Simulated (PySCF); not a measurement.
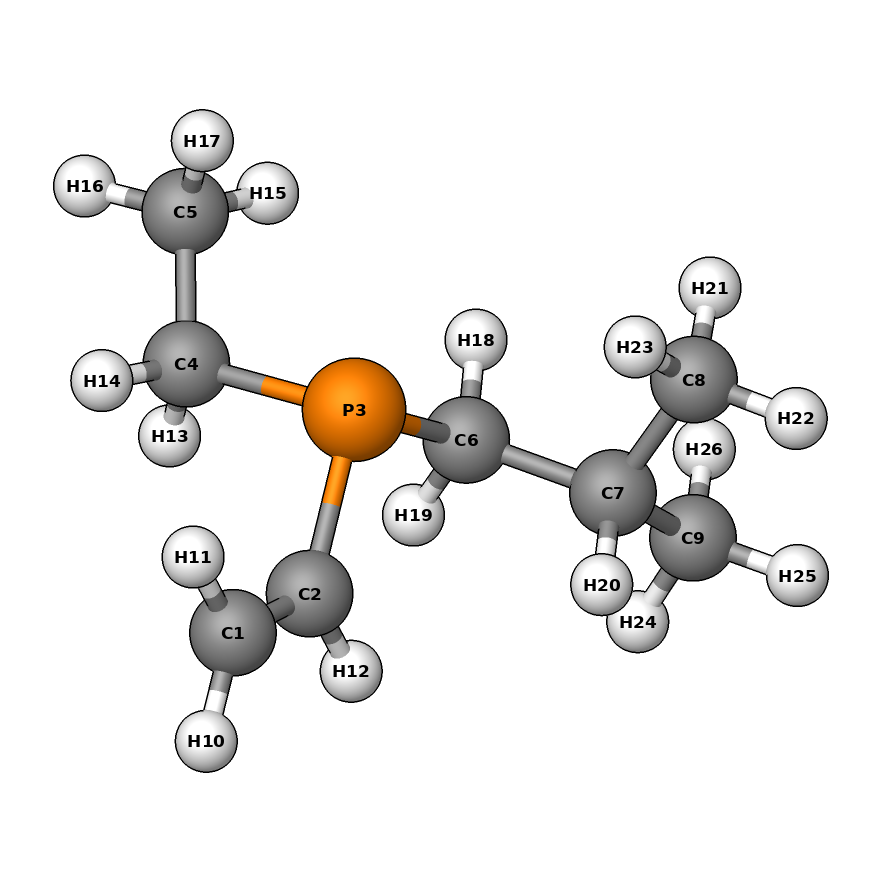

Every bond is drawn as one stick. Computed geometry: GFN2-xTB optimisation. No frequency run is at hand to confirm it as a minimum. Computed with PBE0/pcSseg-1 (PySCF 2.14.0).

Question. Which bond between heavy atoms has the highest Mayer bond order?

Answer. C1–C2, 1.97, at a length of 1.323 Å.

List the Mayer bond orders of C1–C2, C2–P3, P3–C4, P3–C6, C4–C5, C6–C7, C7–C8, C7–C9 (bonds between heavy atoms, one of each equivalent set).

| bond | Mayer order | length (Å) |
| --- | --- | --- |
| C1–C2 | 1.97 | 1.323 |
| C2–P3 | 0.94 | 1.827 |
| P3–C4 | 0.95 | 1.872 |
| P3–C6 | 0.95 | 1.863 |
| C4–C5 | 1.05 | 1.522 |
| C6–C7 | 0.99 | 1.529 |
| C7–C8 | 1.02 | 1.525 |
| C7–C9 | 1.04 | 1.527 |

The geometry is semi-empirical. Around P such bond lengths and angles can be off by a tenth of an ångström or more and by several degrees, and values that hang on the shape move with them.
